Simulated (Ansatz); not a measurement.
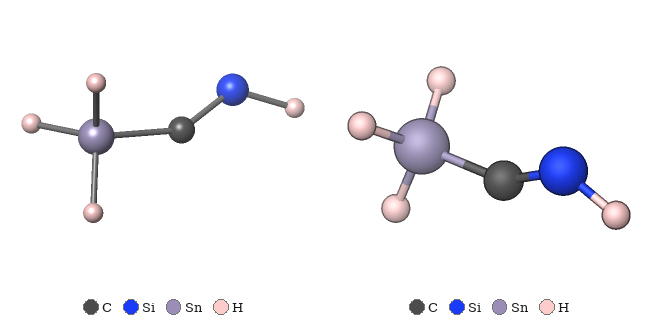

Both panels show the same species.

Computed geometry: PBE0-D4/def2-TZVP optimisation. No frequency run is at hand to confirm it as a minimum.

**Count the atoms of each element.**

CH4SiSn, 7 atoms: 1 carbon, 4 hydrogen, 1 silicon and 1 tin.

**How many bonds of each kind are drawn?**

3 Sn–H, 1 C–Si, 1 C–Sn, 1 Si–H. Sticks follow a distance rule.

The parts below concern this one geometry. Atoms keep their numbers from picture to picture.

### Shape

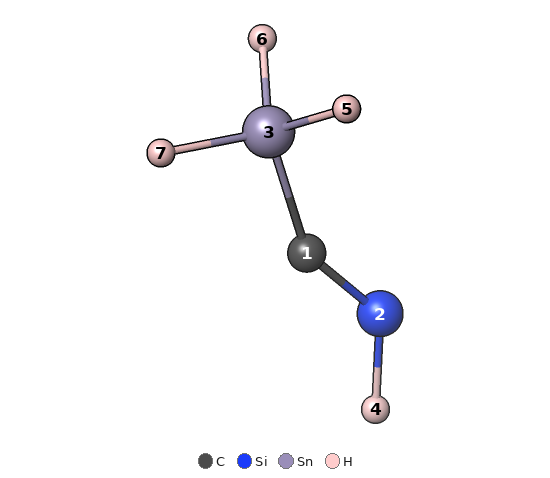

Numbered structure. No frequency run is at hand to confirm it as a minimum.

Give these bond angles: Si2–C1–Sn3, C1–Si2–H4, C1–Sn3–H5, C1–Sn3–H7, H5–Sn3–H6, H5–Sn3–H7.

```json
{"angle": "Si2–C1–Sn3", "degrees": "151.8"}
{"angle": "C1–Si2–H4", "degrees": "132.2"}
{"angle": "C1–Sn3–H5", "degrees": "110.6"}
{"angle": "C1–Sn3–H7", "degrees": "106.5"}
{"angle": "H5–Sn3–H6", "degrees": "109.8"}
{"angle": "H5–Sn3–H7", "degrees": "109.6"}
```

### Electronic properties

No frequency run is at hand to confirm it as a minimum. Method: RHF-CCSD(T), frozen core/def2-TZVPP, core potentials on Sn (Ansatz 0.2.0).

**What is the T1 diagnostic?**

0.032.

### Charges

The questions are on Mulliken charges. No frequency run is at hand to confirm it as a minimum. Level of theory: RKS PBE0-D4/def2-TZVP, core potentials on Sn (Ansatz 0.2.0).

**Which atom carries the highest charge (most positive or least negative)?**

Sn3 (0.44 e).

**And the lowest?**

C1 (−0.37 e).

Give the Mulliken charges atom by atom.

```tsv
atom	value (e)
C1	−0.37
Si2	0.03
Sn3	0.44
H4	0.06
H5	−0.06
H6	−0.06
H7	−0.05
```

### Dipole moment

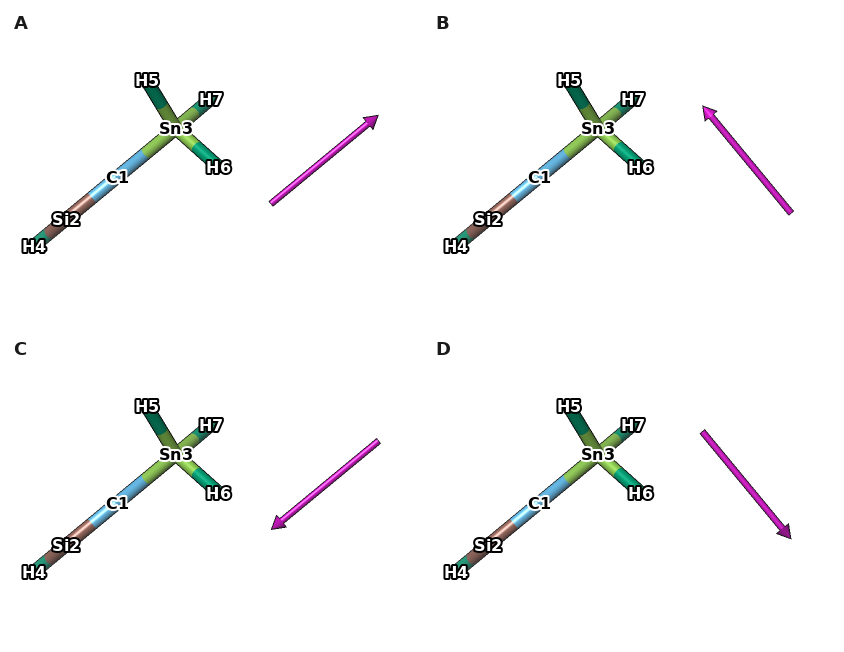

The same molecule four times, each with an arrow. No frequency run is at hand to confirm it as a minimum. Method: RKS PBE0-D4/def2-TZVP, core potentials on Sn (Ansatz 0.2.0).

**Which arrow points along the dipole moment, from the negative to the positive end?**

C. The dipole moment is 1.50 D; it points from the side of H7 to the side of H4 (the outermost atoms at the two ends).

Mulliken values depend strongly on the basis set and can even reverse the polarity of a bond.
